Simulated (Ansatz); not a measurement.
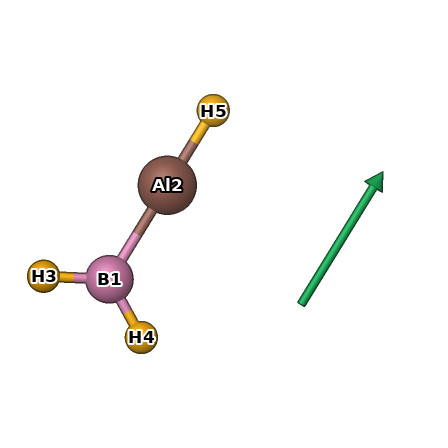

The arrow beside the molecule shows the direction of the dipole moment, from the negative to the positive end (its length means nothing). State: neutral, doublet. The geometry was computed by an optimisation with PBE0-D4/def2-TZVP. No frequency run is at hand to confirm it as a minimum. Properties computed with UKS PBE0-D4/def2-TZVP (Ansatz 0.2.0).

Estimate the dipole moment.

2.30 D; it points from the side of H3, H4 to the side of H5 (the outermost atoms at the two ends).
